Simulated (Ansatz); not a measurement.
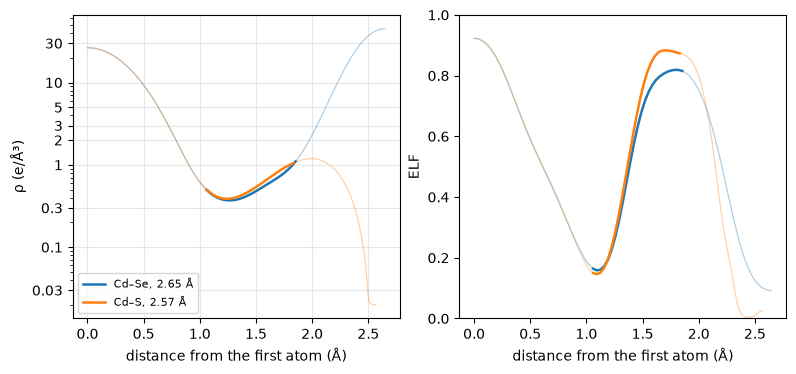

*Cd3SeS2. Valence pseudo-density and electron localisation function along straight lines between neighbouring atoms. Thin, pale parts lie inside the atomic spheres.*

Space group P3m1; a structure generated by program, which may or may not match a known phase.

Computed with Ansatz 0.2.0, DFT PBE, scalar-relativistic, plane waves, PAW.

In a PAW calculation such maps are meaningful between the atoms, not at the nuclei.

The calculation's input:

```
crystal:
  lattice:
    - [4.2568203967, 0.0, 0.0]
    - [-2.1284101983, 3.6865146029, 0.0]
    - [0.0, 0.0, 20.8238974]
  atoms:
    - { symbol: Cd, position: [0.6666666667, 0.3333333333, 0.007024] }
    - { symbol: Cd, position: [0.6666666667, 0.3333333333, 0.330783] }
    - { symbol: Cd, position: [0.6666666667, 0.3333333333, 0.66901] }
    - { symbol: Cd, position: [0.0, 0.0, 0.168797] }
    - { symbol: Cd, position: [0.0, 0.0, 0.492792] }
    - { symbol: Cd, position: [0.0, 0.0, 0.830818] }
    - { symbol: Se, position: [0.0, 0.0, 0.621738] }
    - { symbol: Se, position: [0.0, 0.0, 0.959756] }
    - { symbol: S, position: [0.6666666667, 0.3333333333, 0.130303] }
    - { symbol: S, position: [0.6666666667, 0.3333333333, 0.454341] }
    - { symbol: S, position: [0.6666666667, 0.3333333333, 0.792299] }
    - { symbol: S, position: [0.0, 0.0, 0.292338] }
basis:
  ecutwfc: 420
kpoints:
  mp_grid: { grid: [6, 6, 2] }
hamiltonian:
  xc: pbe
scf:
  occupations: { method: fixed }
output:
  forces: true
  stress: true
  eigenvalues: true
  write_density: true
  write_potential: true
  elf: true
  volumetric_format: npy
relax:
  adjacent_minimum: "off"
  f_tol: 0.001
  max_steps: 60
  cell: { stress_tol: 0.01 }
```

Run with:

```sh
ansatz run input.yaml --threads 4 --pin off --max-ram 8192MiB --backend cpu --events-out ev --progress --plain --runs-dir out
```

Below, planes, directions and counts refer to the conventional cell (a = 4.26 Å, b = 4.26 Å, c = 20.82 Å, α = 90.00°, β = 90.00°, γ = 120.00°).

What can be read from the curves?

Cd–Se (2.65 Å): ρ at the midpoint is about 0.38 e/Å³; the ELF is about 0.40 at the midpoint.
Cd–S (2.57 Å): ρ is about 0.39 e/Å³ halfway; the ELF peaks at about 0.90 in the valence shell of S, 0.9 Å from its nucleus, and is about 0.35 at the midpoint.
